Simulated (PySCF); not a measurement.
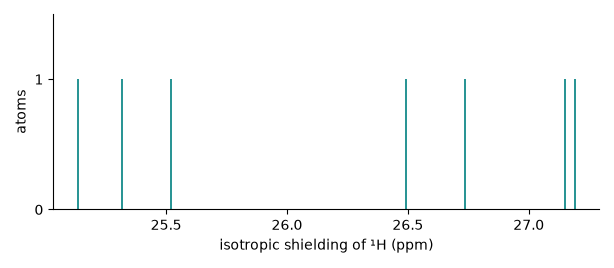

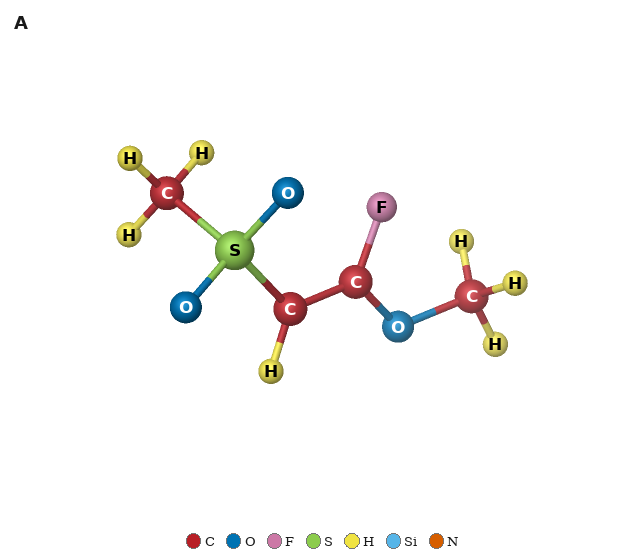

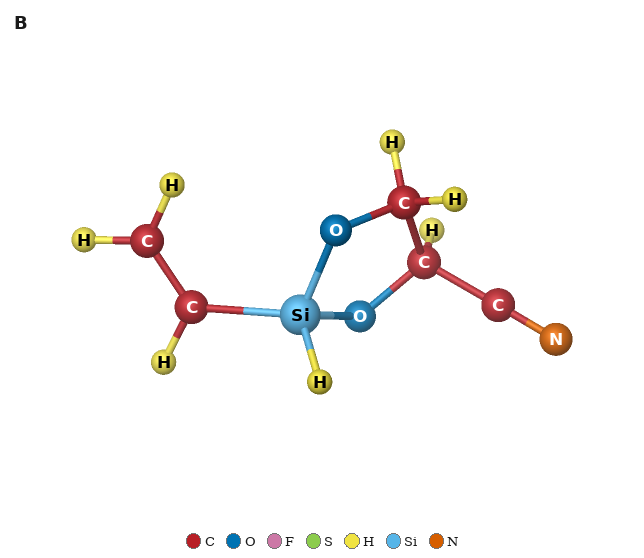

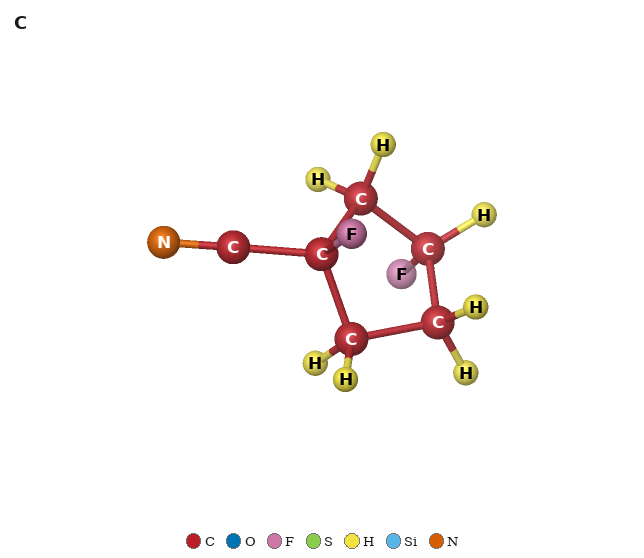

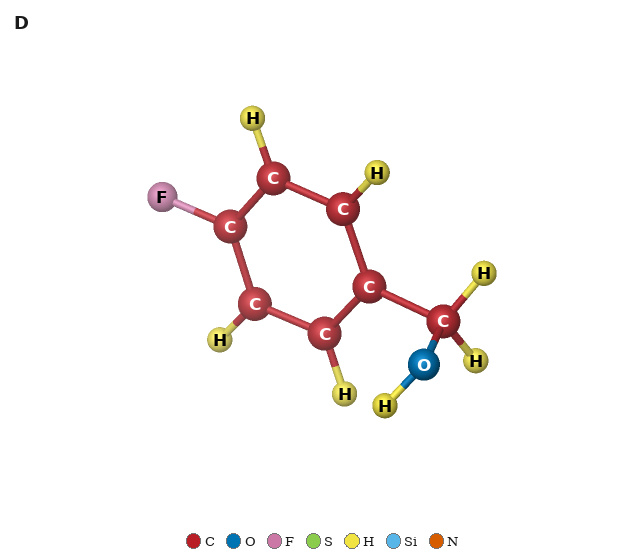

The sticks are computed shieldings of one of the molecules, for one fixed geometry (GFN2-xTB) without averaging over rotations. Low shielding means a high chemical shift. Method: GIAO PBE0/pcSseg-1 NMR shielding, non-relativistic, gas phase (PySCF 2.14.0).

Which molecule gives this pattern?

Answer. B, `C=C[Si@@H]1OC[C@@H](C#N)O1`. Its 7 H atoms give lines at 25.14, 25.32, 25.52, 26.49, 26.74, 27.15, 27.19 ppm.

The geometry is semi-empirical. Around Si such bond lengths and angles can be off by a tenth of an ångström or more and by several degrees, and values that hang on the shape move with them.
